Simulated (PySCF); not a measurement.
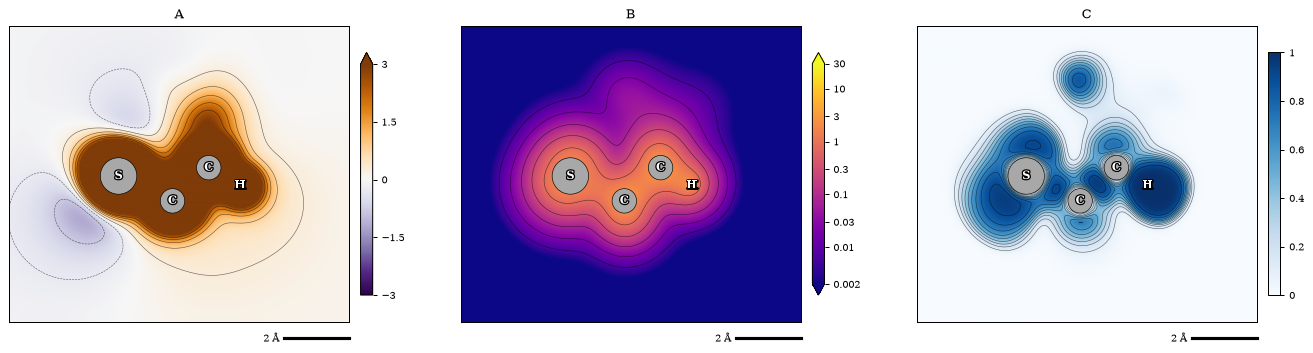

C₂H₁₀SSi₂: 3 fields on the plane of atoms C2, C3 and S4, with unlabelled colour scales. Grey discs cover the atomic cores.

Geometry: GFN2-xTB.

Method: PBE0/pcSseg-1, SCF density, gas phase, non-relativistic in PySCF 2.14.0.

Which field does each panel show? The fields are: electron density, electron localisation function and electrostatic potential.

Panel A: electrostatic potential (strongly positive close to the atoms, with negative regions outside electron-rich atoms). Panel B: electron density. Panel C: electron localisation function. From the grid: C–C (1.51 Å): the density is about 1.7 e/Å³ at the midpoint; the ELF peaks at about 0.95 between the atoms, as expected for a covalent bond. C–S (1.83 Å): ρ is about 1.2 e/Å³ halfway; the ELF peaks at about 0.90 between the atoms: a covalent bond.
